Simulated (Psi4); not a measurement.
**H3Si+ (SMILES [SiH3+]), step by step**

Aim: a structure relaxation (HF-3c/MINIX), then vibrational wavenumbers, then the energy (FNO-CCSD(T)/cc-pVTZ) of H3Si+. 

The results are computed with Psi4 1.11.

### 1 The structure to begin with

H3Si+: 4 atoms, total charge +1, spin state singlet. SMILES: `[SiH3+]`. The shape is that of a PBE0-D4/def2-TZVP optimisation. The run starts from this shape.

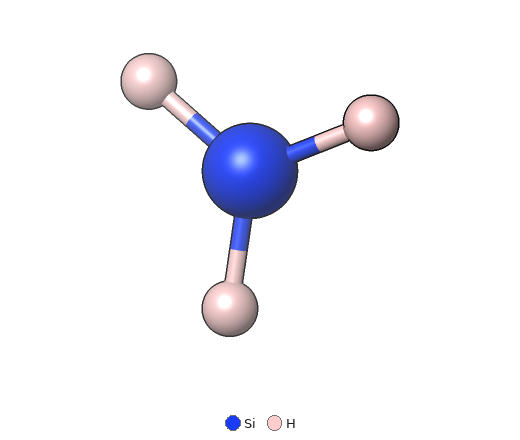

Viewed from a chosen angle; silicon blue, hydrogen pink.

### 2 A geometry optimisation at HF-3c/MINIX (density fitting) (run 1)

File job.in:

```
memory 1600 mb

molecule m {
  1 1
  Si
  H 1 1.471994
  H 1 1.472003 2 119.9971
  H 1 1.472009 2 120.00442 3 -179.9997
  symmetry c1
}

set {
  geom_maxiter 60
}

E = optimize('hf-3c')
```

On the command line:

```
$ psi4 -i job.in -o job.out -n 1
```

job.out, shortened:

```text
[...]
  Running in c1 symmetry.
[...]
  Nuclear repulsion =   15.721449199260219
[...]
  Multiplicity = 1
[...]
  Nalpha       = 8
  Nbeta        = 8
[...]
    Number of basis functions: 17
[...]
   @DF-RHF iter   1:  -288.79528274997244   -7.59761e-01   7.68769e-03 ADIIS/DIIS
[...]
   @DF-RHF iter   6:  -288.81008670988280   -2.84217e-13   1.36016e-09 DIIS
[...]
    Orbital Energies [Eh]
    ---------------------
    Doubly Occupied:
       1A    -68.684618     2A     -6.478811     3A     -4.555014
       4A     -4.550708     5A     -4.550708     6A     -0.991134
       7A     -0.775995     8A     -0.775994
[...]
  @DF-RHF Final Energy:  -288.81008670988280
   => Energetics <=
    Nuclear Repulsion Energy =             15.3630316572613914
    One-Electron Energy =                -425.6565149371153325
    Two-Electron Energy =                 121.4652749422744193
    Total Energy =                       -288.8100867098828530
[...]
 Multipole Moments:
 ------------------------------------------------------------------------------------
     Multipole            Electronic (a.u.)      Nuclear  (a.u.)        Total (a.u.)
 ------------------------------------------------------------------------------------
 L = 1.  Multiply by 2.5417464519 to convert [e a0] to [Debye]
 Dipole X            :         -0.0054669            0.0039478           -0.0015191
 Dipole Y            :         -0.0000216            0.0000151           -0.0000064
 Dipole Z            :         -0.0000014            0.0000011           -0.0000003
 Magnitude           :                                                    0.0015191
[...]
  -Total Gradient:
     Atom            X                  Y                   Z
    ------   -----------------  -----------------  -----------------
       1       -0.000222902251    -0.000001004213     0.000000038878
       2        0.000074274905     0.000000559235     0.000024550352
       3        0.000074275695     0.000021385037    -0.000012099779
       4        0.000074351650    -0.000020940060    -0.000012489452
[...]
    Final optimized geometry and variables:
    Molecular point group: c1
    Full point group: C1
    Geometry (in Angstrom), charge = 1, multiplicity = 1:
    SI
    H             1    1.506344
    H             1    1.506344      2  119.999603
    H             1    1.506344      2  120.000337      3  179.794882
    Psi4 run time: 0:00:04.43
[...]
```

Standard output:

```text
Optimizer: Optimization complete!
```

Wall time 6.3 s (1 thread of Intel Xeon Platinum 8375C at 2.90GHz (Ice Lake), shared host); peak memory 0.21 GiB.

Steps, from the record of the run:

```csv
step,energy from the first frame kept (eV),largest force (eV/Å)
0,0.0000,0.8539
1,-0.0372,0.2946
2,-0.0429,0.0198
3,-0.0430,0.0115
```

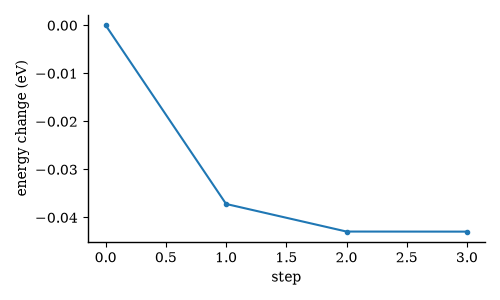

Energy along the run.

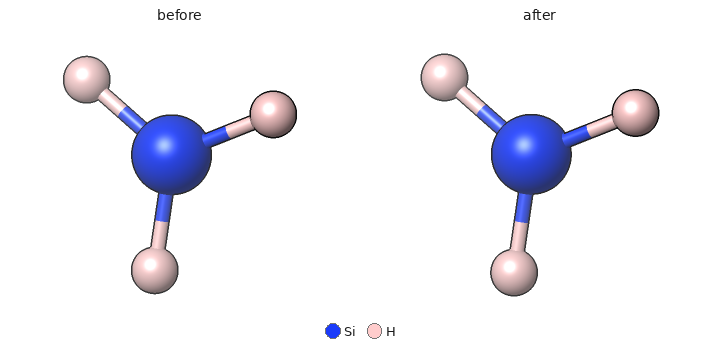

Before and after, at one scale.

After the run. Bond lengths: Si1–H2 1.506 Å, Si1–H3 1.506 Å, Si1–H4 1.506 Å. Angles: H2–Si1–H3 120.0°, H2–Si1–H4 120.0°, H3–Si1–H4 120.0°.

### 3 The harmonic vibrations at HF-3c/MINIX (density fitting) (run 2)

File calc.dat:

```
memory 1600 mb

molecule m {
  1 1
  Si     0.000131    -0.000013    -0.000075
  H      0.703061     0.691148     1.138897
  H     -0.121063    -1.501439    -0.010264
  H     -0.585647     0.810548    -1.126542
  symmetry c1
}

set {
  t                          400.0
  rotational_symmetry_number 6
}

freq("hf-3c")
print_variables()
```

On the command line:

```
$ psi4 -i calc.dat -o calc.out -n 1
```

calc.out, shortened:

```text
[...]
  Running in c1 symmetry.
[...]
  Nuclear repulsion =   15.363028826939653
[...]
  Multiplicity = 1
[...]
  Nalpha       = 8
  Nbeta        = 8
[...]
    Number of basis functions: 17
[...]
   @DF-RHF iter   1:  -288.79638646583442   -7.96904e-01   7.76597e-03 ADIIS/DIIS
[...]
  -Total Gradient:
     Atom            X                  Y                   Z
    ------   -----------------  -----------------  -----------------
       1        0.000193009502    -0.000013967898    -0.000110405582
       2       -0.000052767800     0.000015752006     0.000055531768
       3       -0.000066230167    -0.000019673219     0.000036708647
       4       -0.000074011535     0.000017889110     0.000018165167
[...]
   @DF-RHF iter   8:  -288.81008671015837   -1.70530e-13   6.28481e-10 DIIS
[...]
    Orbital Energies [Eh]
    ---------------------
    Doubly Occupied:
       1A    -68.684618     2A     -6.478811     3A     -4.555014
       4A     -4.550708     5A     -4.550708     6A     -0.991134
       7A     -0.775995     8A     -0.775994
[...]
  @DF-RHF Final Energy:  -288.81008671015837
   => Energetics <=
    Nuclear Repulsion Energy =             15.3630288269396527
    One-Electron Energy =                -425.6565103416587021
    Two-Electron Energy =                 121.4652731918624511
    Total Energy =                       -288.8100867101584299
[...]
  ==> Harmonic Vibrational Analysis <==
[...]
  Freq [cm^-1]                 856.6175            982.7329            982.7368
[...]
  IR activ [km/mol]            95.2714             63.9854             63.9847
[...]
  Freq [cm^-1]                2508.1660           2566.3974           2566.3986
[...]
  IR activ [km/mol]             0.0009             134.0944            134.0941
[...]
  Total E_0, Enthalpy at 0 [K]                                                         -288.78625013 [Eh]
[...]
  Total H, Enthalpy at  400.00 [K]                                                     -288.78072276 [Eh]
[...]
  Total G, Gibbs energy at  400.00 [K]                                                 -288.81380356 [Eh]
[...]
```

It took 4.8 s on 1 thread of Intel Xeon Platinum 8375C at 2.90GHz (Ice Lake), shared host; peak memory 0.22 GiB.

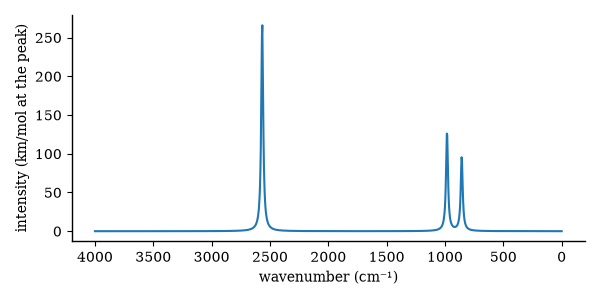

Harmonic infrared spectrum, unscaled, lines broadened by 10 cm⁻¹.

### 4 A single-point energy at FNO-CCSD(T)/cc-pVTZ (run 3)

File h3si.xyz:

```xyz
4
H3Si
Si     0.000131    -0.000013    -0.000075
H      0.703061     0.691148     1.138897
H     -0.121063    -1.501439    -0.010264
H     -0.585647     0.810548    -1.126542
```

File job.py:

```python
import psi4

psi4.set_memory('1600 MB')
psi4.set_num_threads(1)
psi4.set_output_file('h3si.out', False)

with open('h3si.xyz') as f:
    atoms = ''.join(f.readlines()[2:])
mol = psi4.geometry('1 1\n' + atoms + '')

psi4.set_options(dict(basis='cc-pVTZ', scf_type='pk', freeze_core=True))

e = psi4.energy('fno-ccsd(t)', molecule=mol)
print(f'fno-ccsd(t) energy: {e:.10f} Eh')
```

On the command line:

```
$ python job.py
```

h3si.out, shortened:

```text
[...]
  Running in c1 symmetry.
[...]
  Nuclear repulsion =   15.363028826939653
[...]
  Multiplicity = 1
[...]
  Nalpha       = 8
  Nbeta        = 8
[...]
    Number of basis functions: 76
[...]
   @RHF iter   1:  -290.32535688200824   -2.44812e-01   2.29616e-03 DIIS/ADIIS
[...]
   @RHF iter   8:  -290.35933611061608   -1.85310e-11   3.35229e-09 DIIS
[...]
    Orbital Energies [Eh]
    ---------------------
    Doubly Occupied:
       1A    -69.126364     2A     -6.468527     3A     -4.575151
       4A     -4.571525     5A     -4.571525     6A     -0.978352
       7A     -0.765959     8A     -0.765959
[...]
  @RHF Final Energy:  -290.35933611061608
   => Energetics <=
    Nuclear Repulsion Energy =             15.3630288269396527
    One-Electron Energy =                -427.7980046516499328
    Two-Electron Energy =                 122.0756397140942227
    Total Energy =                       -290.3593361106160842
[...]
 Multipole Moments:
 ------------------------------------------------------------------------------------
     Multipole            Electronic (a.u.)      Nuclear  (a.u.)        Total (a.u.)
 ------------------------------------------------------------------------------------
 L = 1.  Multiply by 2.5417464519 to convert [e a0] to [Debye]
 Dipole X            :          0.0046781           -0.0034168            0.0012612
 Dipole Y            :         -0.0003415            0.0002502           -0.0000912
 Dipole Z            :         -0.0026807            0.0019578           -0.0007230
 Magnitude           :                                                    0.0014566
[...]
      * MP2 total energy:                   -290.462396354295
[...]
      * MP2 total energy:                   -290.462396354295
[...]
      * MP3 total energy:                   -290.481718330465
[...]
      * CCSD total energy:                  -290.487020664731
[...]
      * CCSD(T) total energy                -290.489329567548
[...]
```

On the terminal:

```text
fno-ccsd(t) energy: -290.4893295675 Eh
```

Run time: 12 s. Hardware: 1 thread of Intel Xeon Platinum 8375C at 2.90GHz (Ice Lake), shared host; peak memory 0.44 GiB.

### 5 Outcome

| quantity | value |
| --- | --- |
| run 1, HF-3c/MINIX: total energy at the end | -288.81009 Eh |
| run 1, HF-3c/MINIX: HOMO energy | -21.12 eV |
| run 1, HF-3c/MINIX: LUMO energy | -6.65 eV |
| run 1, HF-3c/MINIX: HOMO–LUMO gap | 14.47 eV |
| run 2, HF-3c/MINIX: lowest harmonic wavenumber | 857 cm⁻¹ |
| run 2, HF-3c/MINIX: highest harmonic wavenumber | 2566 cm⁻¹ |
| run 2, HF-3c/MINIX: zero-point energy | 62.6 kJ/mol |
| run 2, HF-3c/MINIX: ideal-gas entropy at 400 K (symmetry number 6 as used) | 51.9 cal/(mol K) |
| run 3, FNO-CCSD(T)/cc-pVTZ: total energy | -290.48933 Eh |
| run 3, FNO-CCSD(T)/cc-pVTZ: HOMO energy (Hartree–Fock orbitals) | -20.84 eV |
| run 3, FNO-CCSD(T)/cc-pVTZ: LUMO energy (Hartree–Fock orbitals) | -6.64 eV |
| run 3, FNO-CCSD(T)/cc-pVTZ: HOMO–LUMO gap (Hartree–Fock orbitals) | 14.20 eV |
| run 3, FNO-CCSD(T)/cc-pVTZ: correlation energy (5 core orbitals frozen) | -130.0 mEh |
| run 3, FNO-CCSD(T)/cc-pVTZ: (T) correction | -2.31 mEh |
| run 3, FNO-CCSD(T)/cc-pVTZ: T1 diagnostic | 0.009 |

**Reading.** The optimisation (run 1, HF-3c/MINIX) took 4 steps and changed the energy by -0.043 eV. All 6 modes are real, so the shape is a minimum at this level. The triples (run 3, FNO-CCSD(T)/cc-pVTZ) make up 1.8 % of the correlation energy.
